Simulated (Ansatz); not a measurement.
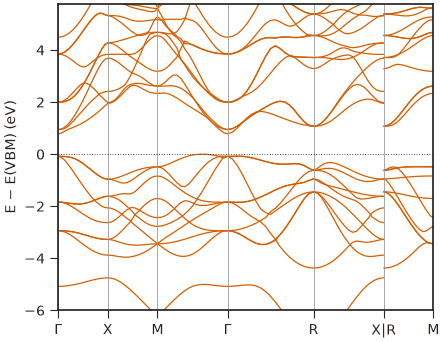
Band structure from r²SCAN in the plane-wave PAW code Ansatz

Question: Read off the gap and where the band edges lie.

Answer: About 0.8 eV (0.78 eV by a search for the band edges); maximum on the M–Γ line, 63 % of the way from M, minimum at Γ.

Question: Which of these materials gives this?
A) SnO2, Pa-3 (Sn on 4a, O on 8c)
B) BaTiO3, cubic perovskite
C) ZnSe2, Pa-3 (Zn on 4a, Se on 8c)
D) Sn3As4, P-43m (Sn on 3d, As on 4e)

Answer: D, Sn3As4, P-43m (Sn on 3d, As on 4e)

The workflow started from a Materials Project entry (that database holds measured and hypothetical structures alike); the Crystallography Open Database copy checked does not list it. Whether it is the stable phase at ambient conditions was not checked. The cell was relaxed with r²SCAN under the symmetry of its start; its stability against distortions is not shown here. Spin–orbit coupling is left out wherever it is not named.

Potentials: the later of the program's two PAW sets.
